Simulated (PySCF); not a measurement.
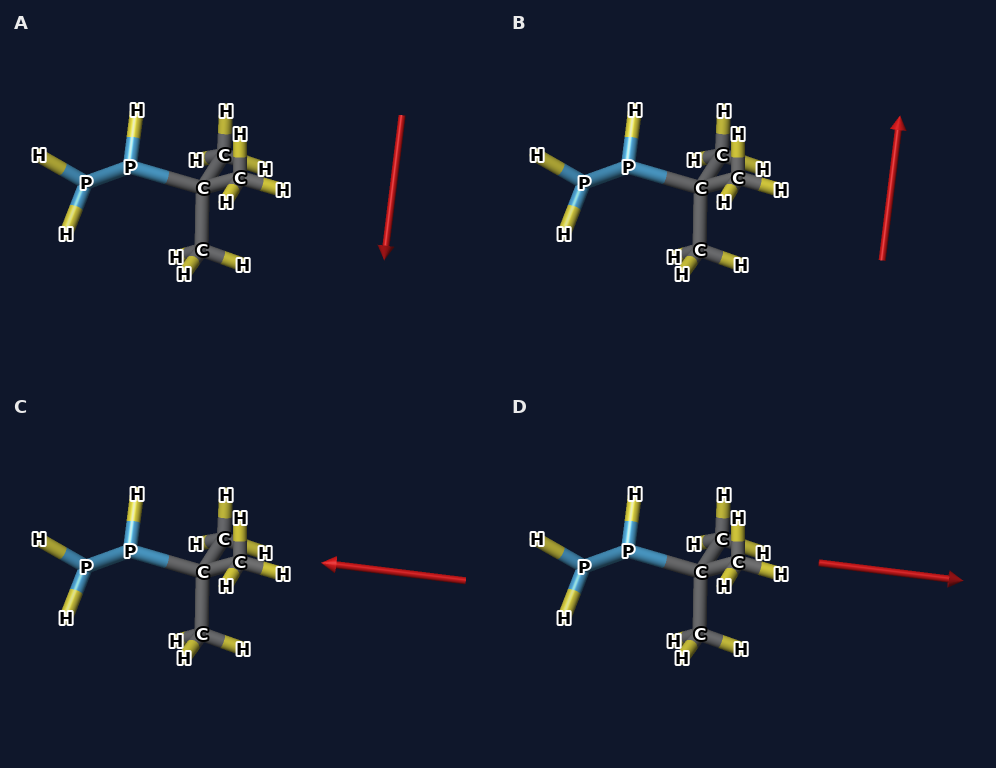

The same molecule four times, each with an arrow. The geometry was computed by an optimisation with GFN2-xTB. No frequency run is at hand to confirm it as a minimum. Method: CAM-B3LYP/def2-SVPD, gas phase (PySCF 2.14.0).

Which arrow points along the dipole moment, from the negative to the positive end?

D. The dipole moment is 0.77 D.

The geometry is semi-empirical. Around P such bond lengths and angles can be off by a tenth of an ångström or more and by several degrees, and values that hang on the shape move with them.
